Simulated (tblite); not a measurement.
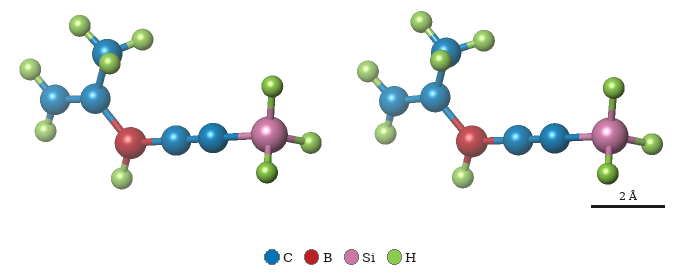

Two geometries of C₅H₉BSi, drawn at one scale. One is the start of a relaxation, the other its converged end. A ball-and-stick model, seen from a free direction.

All numbers below come from GFN2-xTB geometry optimisation, gas phase in tblite. 

**Which of the two is the end point?**

The left one is the relaxed one. The largest move after the best rigid fit is that of an H atom, 0.25 Å. By element the largest moves are H 0.25 Å, B 0.07 Å, C 0.05 Å, Si 0.04 Å. Among the contacts that change: C–H 1.124 → 1.089 Å, B–C 1.530 → 1.502 Å, C–Si 1.822 → 1.846 Å, B–C 1.579 → 1.557 Å. Among the angles between lasting bonds that change: H–C–H 109.8° → 107.2°, C–C–H 120.2° → 122.4°. After 57 geometry steps the energy has fallen by 8.90 kJ/mol. The run took 0.59 s on 1 thread of Arm Neoverse N1, with other jobs on the host.
